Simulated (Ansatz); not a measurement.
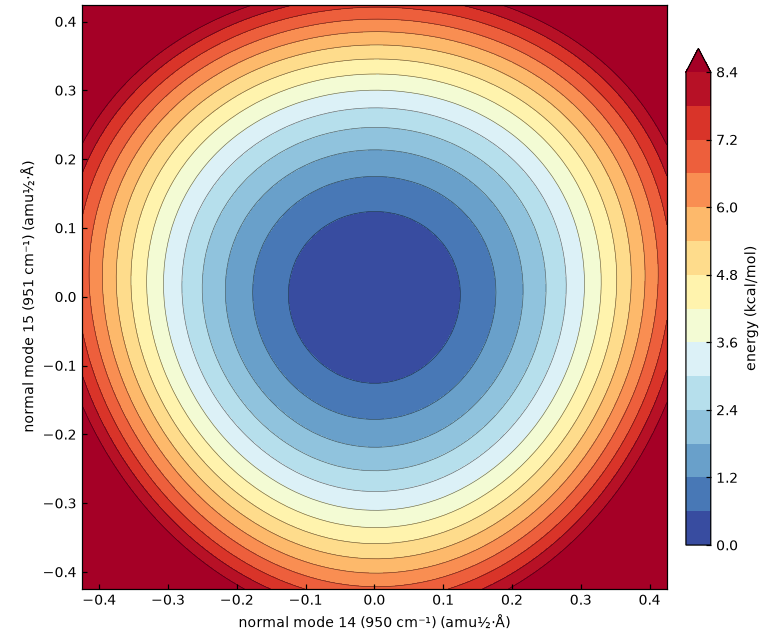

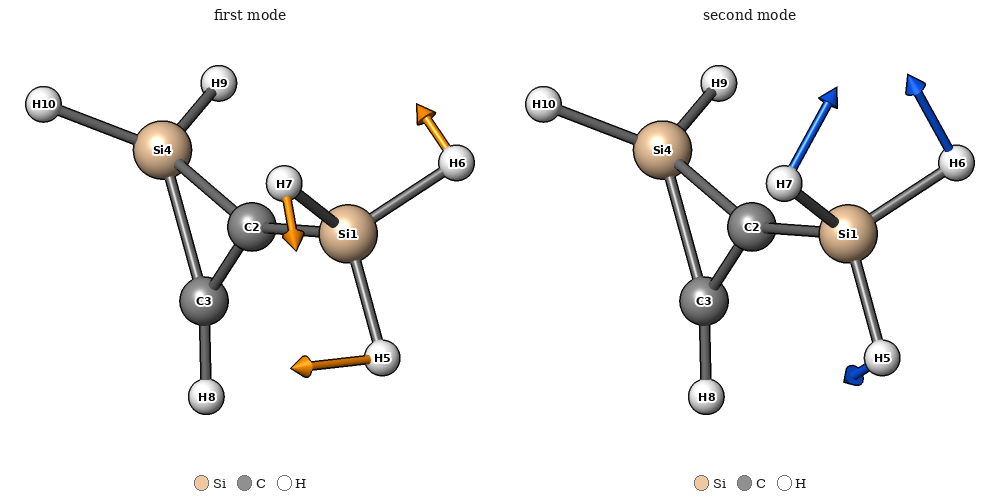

Energy landscape of C₂H₆Si₂, SMILES [SiH3]C1=C[SiH2]1. First axis: normal mode 14 (950 cm⁻¹). Second axis: normal mode 15 (951 cm⁻¹). Nothing is relaxed (straight displacements along the two mass-weighted modes). Grid: 15 × 15 points. Energies are in kcal/mol, from the lowest grid point. Level of theory: Ansatz 0.2.0, RKS wB97M-V/def2-SVP.

The picture shows filled contours, one colour for all values above the top of the scale. Between grid points the surface is interpolated. The second picture is the structure at the lowest point

Question: Describe this landscape.

Answer: The lowest grid point is at normal mode 14 (950 cm⁻¹) = 0.000 amu½·Å, normal mode 15 (951 cm⁻¹) = 0.000 amu½·Å. It is the only kind of minimum in the scanned range. The highest grid point, normal mode 14 (950 cm⁻¹) = −0.425 amu½·Å, normal mode 15 (951 cm⁻¹) = −0.425 amu½·Å, lies 15.1 kcal/mol above the lowest.

The input of one point:

```yaml
crystal:
  periodic: [false, false, false]
  atoms:
    - { symbol: Si, position_ang: [-1.120393, 1.037246, -0.89625] }
    - { symbol: C, position_ang: [0.015326, -0.120245, 0.014412] }
    - { symbol: C, position_ang: [0.153421, -1.438973, 0.21895] }
    - { symbol: Si, position_ang: [1.456162, -0.521976, 1.084992] }
    - { symbol: H, position_ang: [-2.188867, 0.281694, -1.605886] }
    - { symbol: H, position_ang: [-1.744819, 1.97802, 0.070836] }
    - { symbol: H, position_ang: [-0.335352, 1.822239, -1.885015] }
    - { symbol: H, position_ang: [-0.39686, -2.325266, -0.107083] }
    - { symbol: H, position_ang: [1.404935, -0.302628, 2.54905] }
    - { symbol: H, position_ang: [2.839546, -0.461311, 0.558892] }
basis:
  gaussian: { orbitals: def2-SVP }
hamiltonian:
  xc: { name: wB97M-V }
output:
  forces: true
```

Each point was launched as `ansatz run input.yaml --threads 1 --pin off --max-ram 2560MiB --backend cpu --events-out ev --progress --plain --runs-dir out`. Time for the 225 points that were run: 24 min on 1 thread of AMD EPYC 9R45 96-Core Processor (Zen 5) (shared host).
